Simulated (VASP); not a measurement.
Band structure of HfN (rock salt). Calculation: TPSS meta-GGA, VASP's PBE PAW potentials (set 64) (plane waves; VASP).

Unless said otherwise, spin-orbit coupling is left out, though it shifts the bands of the heavy elements here.

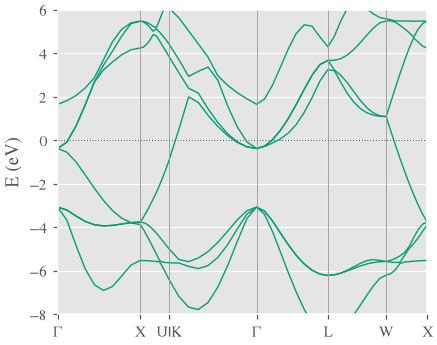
Bands along high-symmetry lines, zero at the valence-band maximum or, without a gap, the Fermi level

Question: Read the plot: is there a gap, and where are the band edges?

Answer: It has no gap at this level: it comes out as a metal or semimetal.

The compound is HfN in the rock salt structure. It was relaxed first. The electron count is odd and the run is not spin-polarised, which forces a metal.
